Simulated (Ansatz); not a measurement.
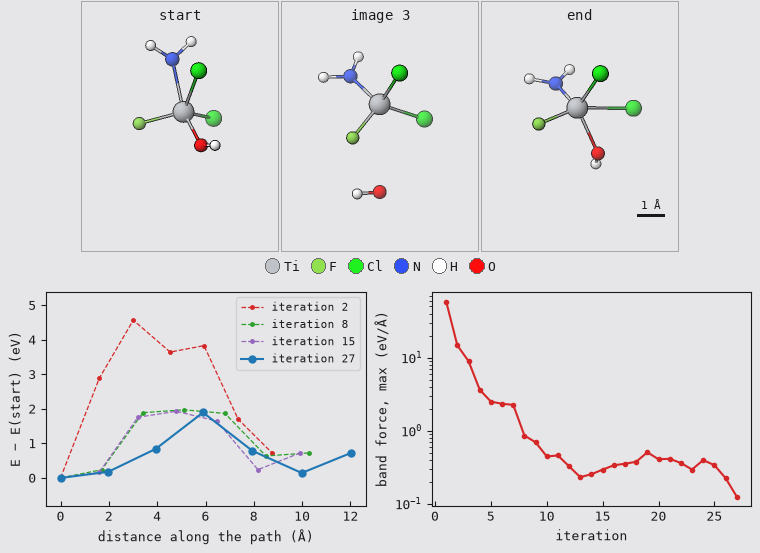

A search for the minimum-energy path of TiNH$_{3}$OCl$_{2}$F (multiplicity 2) by the nudged elastic band. Images are numbered from 0 (start) to 6 (end). The plot follows the band through its iterations. A ball-and-stick model, seen from a free direction.

Theory: UKS PBE/def2-SVP (Ansatz). Set-up: 5 movable images; climbing image; force threshold 0.2 eV/Å; iteration limit 60; starting path through a guess of the saddle point.

Did the band converge, and can the barrier be trusted?

Answer. The result isn't final. The band hadn't converged when the run stopped after 27 iterations. The largest component of the band force went from 58 to 0.12 eV/Å. The barrier read from it is provisional, though the highest image hardly moved in the last two iterations. The force threshold is so loose that the height of the top is at best an upper bound. The first iteration put the highest image at 12.26 eV. Relative to the start the highest point is image 3 at +1.89 eV and the end lies at +0.72 eV, but the profile dips to +0.14 eV at image 5 on the way, so there may be an intermediate minimum, or an end is no minimum.

Cost: 5.1 min on 4 threads of Intel(R) Xeon(R) 6975P-C (Granite Rapids), with other jobs on the host, peak memory 0.39 GiB.
